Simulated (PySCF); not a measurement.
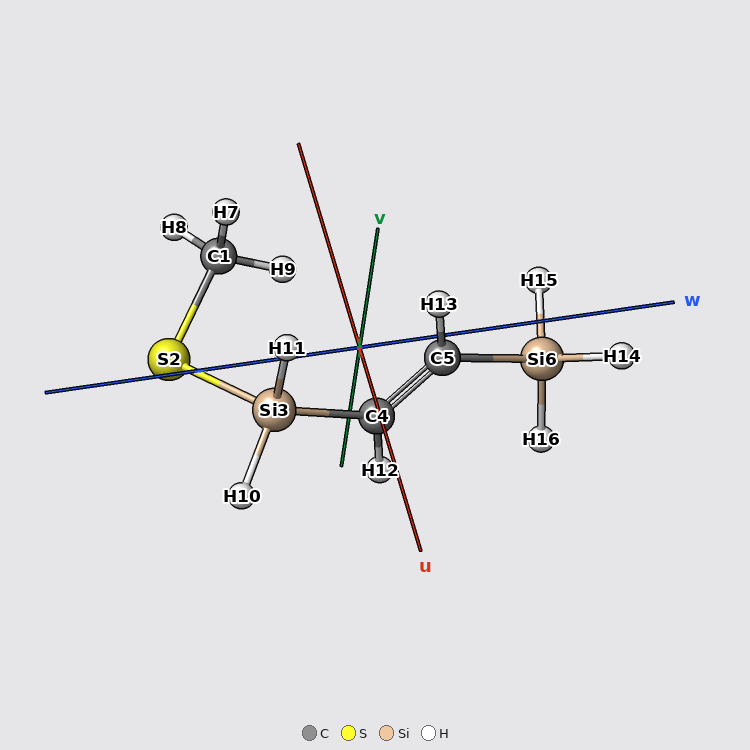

The lines u, v and w are the principal axes of the static dipole polarisability. The computed structure is the end point of a GFN2-xTB optimisation. No frequency run is at hand to confirm it as a minimum. Computed with PBE0/def2-SVPD (PySCF 2.14.0).

**Along which axis is the molecule most polarisable, and along which least?**

Most along w (close to the long direction S2···Si6), least along v.

**Give the three principal values.**

u 107.3, v 93.6, w 145.1 bohr³; mean 115.3, anisotropy 46.2 bohr³.

The geometry is semi-empirical. Around Si such bond lengths and angles can be off by a tenth of an ångström or more and by several degrees, and values that hang on the shape move with them.
